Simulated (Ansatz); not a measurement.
# Sn: how well frozen cores do

Does the method matter for Sn? The same cell, functional and mesh are run with LAPW, all electrons, frozen-core PAW and all-electron PAW on datasets made for the crystal.

Program: Ansatz 0.2.0. Level of theory: DFT LDA, scalar-relativistic. These are calculated values, not measurements.

## Step 1: The structure to begin with

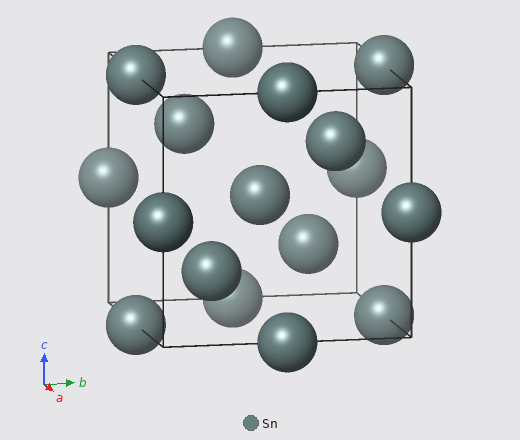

The starting structure, seen slightly off an axis (tin teal). The cell drawn here is the conventional one.

Structure file:

```cif
data_structure
_symmetry_space_group_name_H-M 'P 1'
_symmetry_Int_Tables_number 1
_cell_length_a 4.5900
_cell_length_b 4.5900
_cell_length_c 4.5900
_cell_angle_alpha 60.000
_cell_angle_beta 60.000
_cell_angle_gamma 60.000
_cell_volume 68.38
loop_
_atom_site_label
_atom_site_type_symbol
_atom_site_fract_x
_atom_site_fract_y
_atom_site_fract_z
_atom_site_occupancy
Sn1 Sn 0.50000 0.50000 0.50000 1
Sn2 Sn 0.75000 0.75000 0.75000 1
```

Structure: COD 9008568, as refined from experiment and not relaxed.

Atoms are numbered in the order of the input: Sn1, Sn2.

## Step 2: LAPW, all electrons

input.yaml

```yaml
crystal:
  lattice:
    - [0.0, 3.2456, 3.2456]
    - [3.2456, 0.0, 3.2456]
    - [3.2456, 3.2456, 0.0]
  atoms:
    - { symbol: Sn, position: [0.5, 0.5, 0.5] }
    - { symbol: Sn, position: [0.75, 0.75, 0.75] }
kpoints:
  mp_grid: { grid: [9, 9, 9] }
  band_path:
    path:
      - [0.0, 0.0, 0.0]
      - [0.5, 0.0, 0.5]
      - [0.625, 0.25, 0.625]
      - [0.375, 0.375, 0.75]
      - [0.0, 0.0, 0.0]
      - [0.5, 0.5, 0.5]
      - [0.5, 0.25, 0.75]
      - [0.5, 0.0, 0.5]
    npoints: 14
scf:
  occupations: { method: fermi_dirac, width: 0.03 }
hamiltonian:
  xc: lda
  pseudopotentials: { kind: all_electron, lapw: { basis_error: 0.00025 } }
output:
  forces: true
  stress: true
  eigenvalues: true
  fatbands: true
  populations: true
  dos: { projected: true, de: 0.2, e_range: [-14, 8] }
```

Started as:

```
> ansatz run input.yaml --threads 1 --pin off --max-ram 3072MiB --backend cpu --events-out ev --progress --plain --runs-dir out
```

Log, cut to the lines that bear on the results:

```text
Sn: projections on atomic orbitals take those of the free atom 1s2 2s2 2p6 3s2 3p6 3d10 4s2 4p6 4d10 5s2 5p2, of charge +0.00 (hamiltonian.pseudopotentials.projection_atoms)
LAPW: plane waves up to 8.791 Å⁻¹, error target 2.5e-4 eV per atom; small_component_spin mean_spin; Sn in spheres of 1.405 Å, 22 of its electrons in bands, Dirac shells []
[...]
Pseudopotentials: kind: all_electron
Pseudopotential: Sn, LAPW, valence charge 22, Koelling and Harmon's equation, gaussian nucleus
Functional definition: SPW92
[...]
Crystal: 2 atoms, lattice volume = 68.378 Å³
Basis set: ecut = 294.4425506268065 eV, 749 PW (Γ), exchange–correlation at level 2
Bands: 27, of which v1, the nominal top of the filled ones, is band 22 counted from 1 (21 counted from 0)
Symmetry: 48 space group operations
Space group: Fd-3m (ITA 227), of the structure as read, at distance tolerance 4.1e-5 Å
k-points: 35 of 729
[...]
SCF iter   1: F=—  HF=-335889.914475 eV  |F-HF|=—  |Δ(HF+E_count)|=         —  Δρ=1.84e-2  dr2=3.01e-1  ethr=6.80e-4  ⟨swp⟩=2.8  Hψ=6091  notcnv=0
[...]
the basis was enlarged: its passes take 323.3 KiB over the memory plan, 1 of 1 planned eigensolver slots
[...]
SCF iter   6: F=-335889.805678 eV  HF=-335889.805678 eV  |F-HF|=2.79e-9  |Δ(HF+E_count)|=   2.21e-7  Δρ=2.79e-6  dr2=3.92e-9  ethr=1.21e-9  ⟨swp⟩=2.0  Hψ=2628  notcnv=0
[...]
NSCF: frozen V_eff on 99 k-points
SCF converged after 6 iterations
Free energy (F): -335889.805678 eV
[...]
E sigma→0 (E₀):  -335889.805066 eV
Entropy (-TS):   -0.001224 eV (-0.612 meV/atom)
Fermi energy:    9.742898 eV
[...]
--- Forces (eV/Å), atoms counted from 1 ---
  atom   1  Sn     0.00000000     0.00000000     0.00000000
  atom   2  Sn     0.00000000     0.00000000     0.00000000
[...]
--- Stress (GPa, compression-positive) ---
       -0.351615      -0.000000       0.000000
       -0.000000      -0.351615       0.000000
        0.000000       0.000000      -0.351615
  P = ⅓ Tr σ = -0.3516 GPa (-3.516 kbar)
--- Band table (eV; the first three rows and the last of 35) ---
[...]
--- Löwdin populations: 2 sites ---
  site symbol       q [e]
     0     Sn     49.9799
     1     Sn     49.9799
  spilling = 0.000401 (of n_electrons = 100.000000)
```

Run time: 41 s. Hardware: 1 thread of Arm Neoverse V2, shared host; peak memory 0.36 GiB.

Read from it: pressure -0.35 GPa; no gap.

Levels at the path's labelled points, in eV from the Fermi level:

| point | band 19 | band 20 | band 21 | band 22 | band 23 | band 24 | band 25 |
| --- | --- | --- | --- | --- | --- | --- | --- |
| Γ | -10.57 | -0.77 | 0.18 | 0.18 | 0.18 | 2.24 | 2.24 |
| X | -7.49 | -7.49 | -2.36 | -2.36 | 0.85 | 0.85 | 7.73 |
| U | -7.89 | -7.00 | -3.28 | -2.01 | 1.13 | 3.40 | 5.76 |
| K | -7.89 | -7.00 | -3.28 | -2.01 | 1.13 | 3.40 | 5.76 |
| Γ | -10.57 | -0.77 | 0.18 | 0.18 | 0.18 | 2.24 | 2.24 |
| L | -8.95 | -6.26 | -1.02 | -1.02 | -0.03 | 3.32 | 3.32 |
| W | -7.43 | -7.43 | -2.95 | -2.95 | 3.45 | 3.45 | 4.09 |
| X | -7.49 | -7.49 | -2.36 | -2.36 | 0.85 | 0.85 | 7.73 |

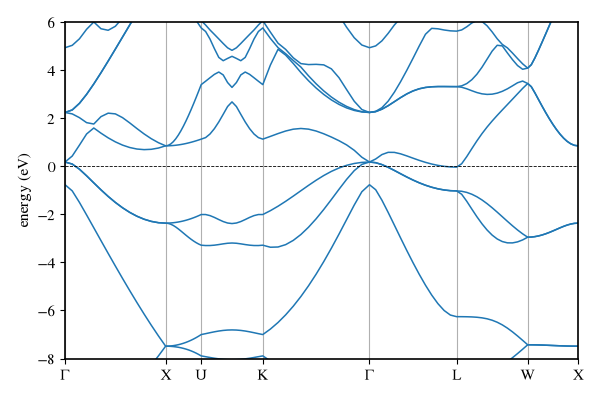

The leg U–K joins two equivalent points. Bands along the path, counted from its Fermi level.

States per cell, counted by energy window (eV from the Fermi level, on a grid of 0.20 eV):

| from | to | total | Sn 5p | Sn 5s |
| --- | --- | --- | --- | --- |
| -10 | -9 | 0.61 | 0.13 | 0.48 |
| -9 | -8 | 1.03 | 0.26 | 0.76 |
| -8 | -7 | 0.29 | 0.08 | 0.20 |
| -7 | -6 | 0.89 | 0.35 | 0.54 |
| -6 | -5 | 0.59 | 0.26 | 0.33 |
| -5 | -4 | 0.27 | 0.12 | 0.15 |
| -4 | -3 | 0.40 | 0.31 | 0.08 |
| -3 | -2 | 1.60 | 1.50 | 0.09 |
| -2 | -1 | 1.63 | 1.57 | 0.05 |
| -1 | 0 | 0.57 | 0.56 | 0.01 |
| 0 | 1 | 0.19 | 0.11 | 0.07 |
| 1 | 2 | 1.68 | 1.09 | 0.48 |
| 2 | 3 | 1.04 | 0.74 | 0.19 |
| 3 | 4 | 1.65 | 1.29 | 0.14 |
| 4 | 5 | 1.54 | 1.06 | 0.08 |

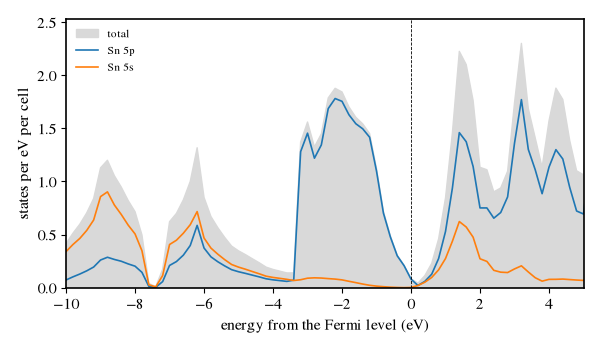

Density of states, total and projected.

## Step 3: Frozen-core PAW

input.yaml, as its differences from that of step 2:

```diff
@@ -25,3 +25,3 @@
   xc: lda
-  pseudopotentials: { kind: all_electron, lapw: { basis_error: 0.00025 } }
+  pseudopotentials: { kind: paw }
 output:
@@ -30,4 +30,9 @@
   eigenvalues: true
-  fatbands: true
+  efg: { contact_densities: true }
   populations: true
+  bader: true
   dos: { projected: true, de: 0.2, e_range: [-14, 8] }
+  write_density: true
+  write_potential: true
+  elf: true
+  volumetric_format: npy
```

Started as:

```
> ansatz run input.yaml --threads 1 --pin off --max-ram 3072MiB --backend cpu --events-out ev --progress --plain --runs-dir out
```

Log, cut to the lines that bear on the results:

```text
Sn: output.efg is read without spin–orbit coupling, which moves field gradients at and beside such atoms by some per cent and up to a factor of two; PAW files take it under magnetization.noncollinear and magnetization.spin_orbit
[...]
Pseudopotentials: kind: paw
Pseudopotential: Sn, paw, valence charge 14, recommended cutoff 420 eV (normal)
Functional definition: SPW92
[...]
Crystal: 2 atoms, lattice volume = 68.378 Å³
Basis set: ecut = 420 eV, 1363 PW (Γ)
Bands: 18, of which v1, the nominal top of the filled ones, is band 14 counted from 1 (13 counted from 0)
Symmetry: 48 space group operations
Space group: Fd-3m (ITA 227), of the structure as read, at distance tolerance 4.1e-5 Å
k-points: 35 of 729
[...]
SCF iter   1: F=—  HF=-11759.028756 eV  |F-HF|=—  |Δ(HF+E_count)|=         —  Δρ=6.07e-3  dr2=1.11e-2  ethr=1.77e-3  ⟨swp⟩=6.2  Hψ=3430  notcnv=0
[...]
--- PAW observables at the nuclei: V_zz in 10²¹ V/m², potentials from the cell's mean, atoms counted from 1 ---
  atom   1  Sn V_zz =    +0.000000   η = 0.0000   by run symmetry: forbidden
            electrostatic potential = -8170.610320 V   contact ρ = 1231451.837196 e/Å³
  atom   2  Sn V_zz =    -0.000000   η = 0.0000   by run symmetry: forbidden
            electrostatic potential = -8170.610320 V   contact ρ = 1231451.837196 e/Å³
--- Band table (eV; the first three rows and the last of 35) ---
  k-point 0: bands = ["-14.1149", "-14.1149", "-14.1149", "-14.0535", "-14.0535", "-13.7422", "-13.7422", "-13.7422", "-13.7327", "-13.7327", "-3.1734", "6.6295", "7.5756", "7.5756", "7.5756", "9.6393", "9.6393", "9.6393"]
[...]
--- Löwdin populations: 2 sites ---
  site symbol       q [e]
     0     Sn     13.9757
     1     Sn     13.9757
  spilling = 0.001735 (of n_electrons = 28.000000)
--- Bader charges: 2 sites ---
  site symbol  charge [e]  shift [e]
     0     Sn      0.0000     0.0000
     1     Sn      0.0000     0.0000
  estimated error of the sums over rays = 6.0e-5 e
```

Run time: 18 s. Hardware: 1 thread of Arm Neoverse V2, shared host; peak memory 0.36 GiB.

This run gives: pressure -0.35 GPa; no gap.

| atom | Bader charge (e) | basin volume (Å³) |
| --- | --- | --- |
| Sn1 | -0.00 | 34.19 |

The fields are shown in the conventional cell of this run's space group, carried over from its grid by interpolation.

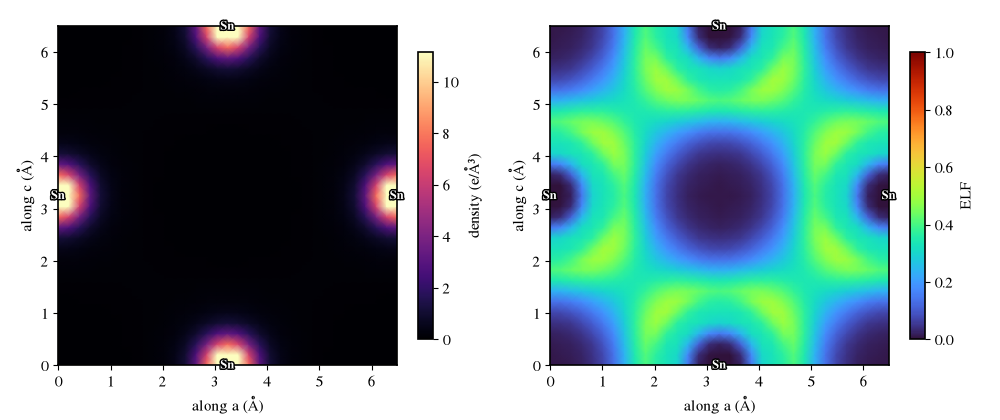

Density (left) and ELF (right) in a lattice plane of the grid's cell (edges 6.49 and 6.49 Å, at 0.000 of the third edge), which holds Sn. Only atoms in the plane are labelled; the density scale stops at 11.14 e/Å³. Both are smooth fields of the valence electrons: close to the nuclei they are not physical.

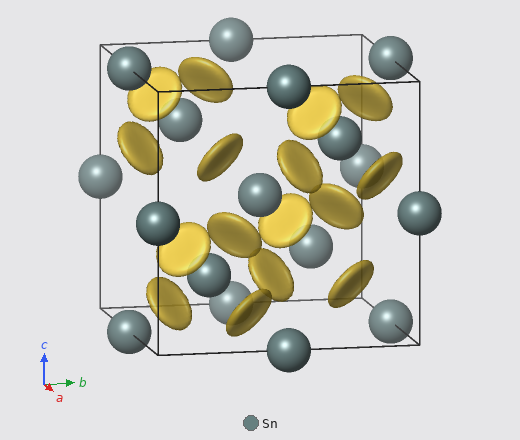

Surface of ELF = 0.57, drawn in one cell.

The highest ELF values outside the cores: 0.63 on the Sn–Sn line, 1.4 Å from Sn.

## Step 4: All-electron PAW on datasets made for the crystal

input.yaml, as its differences from that of step 3:

```diff
@@ -20,3 +20,3 @@
       - [0.5, 0.0, 0.5]
-    npoints: 14
+    npoints: 8
 scf:
@@ -25,3 +25,3 @@
   xc: lda
-  pseudopotentials: { kind: paw }
+  pseudopotentials: { kind: all_electron, datasets: crystal }
 output:
@@ -31,8 +31 @@
   efg: { contact_densities: true }
-  populations: true
-  bader: true
-  dos: { projected: true, de: 0.2, e_range: [-14, 8] }
-  write_density: true
-  write_potential: true
-  elf: true
-  volumetric_format: npy
```

Started as:

```
> ansatz run input.yaml --threads 1 --pin off --max-ram 3072MiB --backend cpu --events-out ev --progress --plain --runs-dir out
```

Log, cut to the lines that bear on the results:

```text
[...]
band count auto-derived: 19 (N_el = 28.0; filled up to band 14; 18 by the electrons, moments and atoms)
Sn: output.efg is read without spin–orbit coupling, which moves field gradients at and beside such atoms by some per cent and up to a factor of two; PAW files take it under magnetization.noncollinear and magnetization.spin_orbit
[...]
Pseudopotentials: kind: all_electron
Pseudopotential: Sn, paw, valence charge 14, recommended cutoff 240 eV (normal), Koelling and Harmon's equation, gaussian nucleus
Functional definition: SPW92
[...]
Crystal: 2 atoms, lattice volume = 68.378 Å³
Basis set: ecut = 240 eV, 561 PW (Γ)
Bands: 19, of which v1, the nominal top of the filled ones, is band 14 counted from 1 (13 counted from 0)
Symmetry: 48 space group operations
Space group: Fd-3m (ITA 227), of the structure as read, at distance tolerance 4.1e-5 Å
k-points: 35 of 729
[...]
  atom   1  Sn     0.00000000    -0.00000000     0.00000000
  atom   2  Sn     0.00000000    -0.00000000     0.00000000
[...]
--- Stress (GPa, compression-positive) ---
       -0.351000      -0.000000       0.000000
        0.000000      -0.351000       0.000000
        0.000000       0.000000      -0.351000
  P = ⅓ Tr σ = -0.3510 GPa (-3.510 kbar)
--- PAW observables at the nuclei: V_zz in 10²¹ V/m², potentials from the cell's mean, atoms counted from 1 ---
  atom   1  Sn V_zz =    +0.000000   η = 0.0000   by run symmetry: forbidden
            electrostatic potential = -8166.589373 V   contact ρ = 1231334.310081 e/Å³
  atom   2  Sn V_zz =    +0.000000   η = 0.0000   by run symmetry: forbidden
            electrostatic potential = -8166.589373 V   contact ρ = 1231334.310081 e/Å³
--- Band table (eV; the first three rows and the last of 35) ---
  k-point 0: bands = ["-11.7538", "-11.7538", "-11.7538", "-11.6920", "-11.6920", "-11.3802", "-11.3802", "-11.3802", "-11.3704", "-11.3704", "-0.8269", "8.9776", "9.9228", "9.9228", "9.9228", "11.9861", "11.9861"]
[...]
```

Wall time 8.3 s (1 thread of Arm Neoverse V2, shared host); peak memory 0.34 GiB.

Read from it: pressure -0.35 GPa; no gap.

| atom | contact density (e/Å³) |
| --- | --- |
| Sn1 | 1231334 |

## Step 5: Side by side

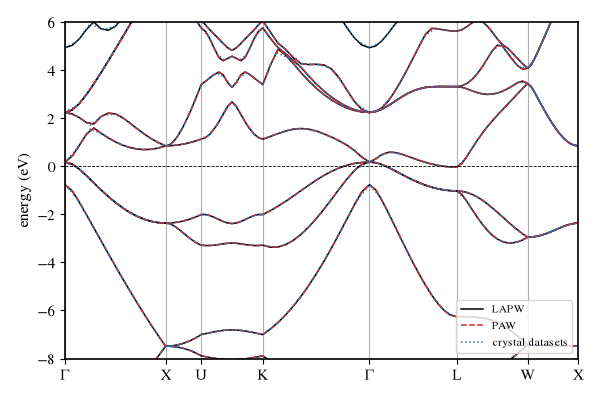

The leg U–K joins two equivalent points. Bands of 3 runs (LAPW; PAW; crystal datasets) drawn together, counted from each run's Fermi level.

```
          method  pressure (GPa)  SCF cycles, all passes
            LAPW           -0.35                       6
             PAW           -0.35                       6
crystal datasets           -0.35                       7
```

## Step 6: Results

```
           quantity                                              value
           pressure  LAPW -0.35, PAW -0.35, crystal datasets -0.35 GPa
         gap (LAPW)                                               none
Bader charges (PAW)                                        Sn1 -0.00 e
  highest ELF (PAW)                               0.63, 1.41 Å from Sn
```

**Reading.** The pressure is within half a GPa of zero, so the volume is close to equilibrium at this level. There is no gap at this level; the crystal is a metal here. Sn 5p carries the largest share, 93 %, of the projected states within 0.3 eV of the Fermi level. The projection holds only the free atom's occupied shells (Sn 5s, Sn 5p in this range). PAW lies less than 0.01 GPa from LAPW in pressure. The price, with the outputs that each input asks for: 41 s for LAPW against 18 s for PAW, about 2.3 to one.
